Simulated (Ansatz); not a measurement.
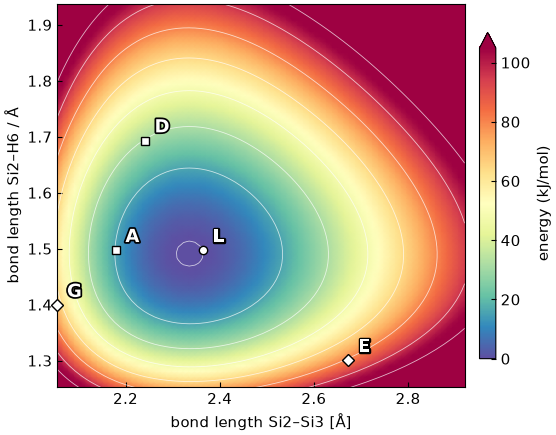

Cl₃H₃Si₂, SMILES Cl[SiH2][SiH](Cl)Cl. First axis: bond length Si2–Si3. Second axis: bond length Si2–H6. Nothing is relaxed (all other coordinates rigid). The grid has 15 × 15 points. Points are written as (first, second). Energies: kJ/mol, counted from the lowest grid point. Theory: RKS PBE0-D4/def2-SVP in Ansatz 0.2.0.

Drawn: a smooth colour map with a few white contour lines, one colour for all values above the top of the scale, lettered points. Between grid points the surface is interpolated.

> What kind of point is each of A, D, E, L: minimum, saddle, maximum or slope?

A: on a slope; D: on a slope; E: on a slope; L: minimum. (In these two coordinates alone; a stationary point may lie a little off the grid point.)

> Rank the lettered points by energy, lowest first.

L (0 kJ/mol), A (16 kJ/mol), D (31 kJ/mol), G (69 kJ/mol), E (81 kJ/mol).
